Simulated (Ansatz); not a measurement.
Input file:

```
crystal:
  lattice:
    - [-3.6102467721, 3.6102467721, 2.8538338384]
    - [3.6102467721, -3.6102467721, 2.8538338384]
    - [3.6102467721, 3.6102467721, -2.8538338384]
  atoms:
    - { symbol: Ga, position: [0.3550956636, 0.8550956636, 0.2101913272] }
    - { symbol: Ga, position: [0.6449043364, 0.1449043364, 0.7898086728] }
    - { symbol: Ga, position: [0.1449043364, 0.3550956636, 0.5] }
    - { symbol: Ga, position: [0.8550956636, 0.6449043364, 0.5] }
    - { symbol: Sn, position: [0.0, 0.0, 0.0] }
    - { symbol: Sn, position: [0.5, 0.5, 0.0] }
    - { symbol: O, position: [0.25, 0.75, 0.5] }
    - { symbol: O, position: [0.75, 0.25, 0.5] }
basis:
  ecutwfc: 420
kpoints:
  mp_grid: { grid: [8, 8, 8] }
hamiltonian:
  xc: pbe
scf:
  occupations: { method: gaussian, width: 0.1 }
output:
  forces: true
  stress: true
  eigenvalues: true
  write_density: true
  write_potential: true
  elf: true
  volumetric_format: npy
relax:
  adjacent_minimum: "off"
  f_tol: 0.01
  max_steps: 30
  cell: { stress_tol: 0.1, fix: [volume] }
```

Command:

```sh
ansatz run input.yaml --threads 1 --pin off --max-ram 2560MiB --backend cpu --events-out ev --progress --plain --runs-dir out
```

Below, planes, directions and counts refer to the conventional cell (a = 7.21 Å, b = 7.21 Å, c = 5.72 Å, α = 90.00°, β = 90.00°, γ = 90.00°).

The fields are those of the relaxed geometry.

Space group I4/mcm; a structure from a database of computed crystals, not necessarily the ambient phase; a generated structure, not necessarily the stable one; changed on purpose from its base cell (volume × 0.94, shape and atoms relaxed); computed pressure about 4 GPa in this cell.

Level of theory: DFT PBE, scalar-relativistic, plane waves, PAW in Ansatz.

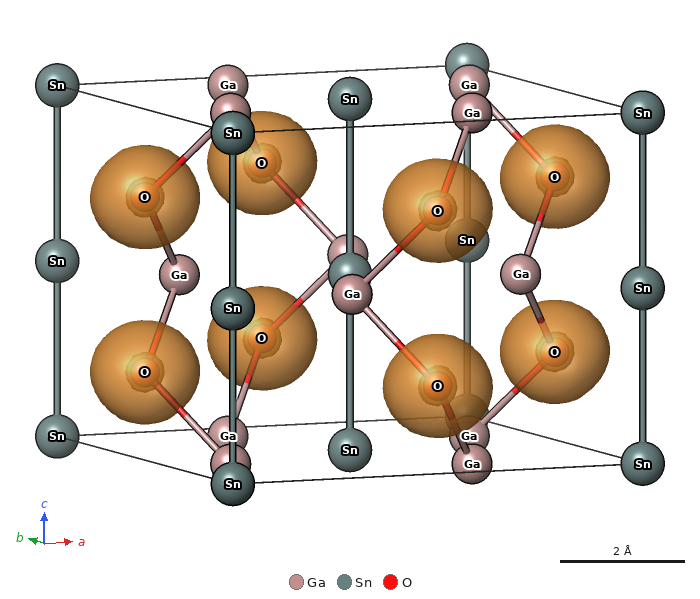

Ga₂SnO. Isosurface of the electron localisation function at 0.65 (orange), seen slightly off an axis. Only the valence region is drawn (cores and ρ < 0.01 e/Å³ removed). Sticks mark near contacts.

Core electrons are frozen (PAW), and the valence fields are smoothed inside the atomic spheres.

Question: Describe the localisation domains.

Answer: At this value the surface marks out four regions wrapped around O (the valence shell of each), counted in one cell of 16 atoms. Regions shared between cells count once. Profiles from the grid: Ga–O (2.07 Å): the ELF peaks at about 0.85 in the valence shell of O, 0.6 Å from its nucleus, and is about 0.30 at the midpoint: no localised pair shows between them. Sn–Sn (2.86 Å): the ELF reaches about 0.55 near the midpoint.
